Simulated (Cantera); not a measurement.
Charge: 1 mol CH₂F₂, 0.08 mol HCl, at 10.0 Torr.

Equilibrium computed with Cantera from the NASA thermochemical tables; the gas is ideal and each condensed phase is pure. Candidate condensed phases: C, C₆H₆, C₇H₈, C₈H₁₈; 118 gas species. Rates play no part.

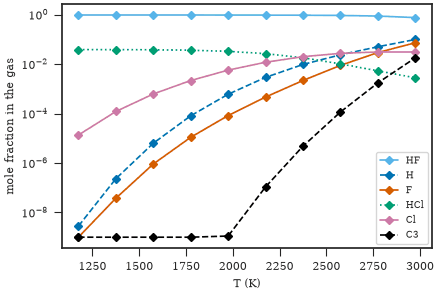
Equilibrium gas composition (values under 1e-9 drawn at 1e-9)

Problem. Read off the mole fractions at 2975 K.

Solution. HF about 0.76, H about 0.099, F about 0.073, Cl about 0.031, C₃ about 0.018, HCl about 0.0028.
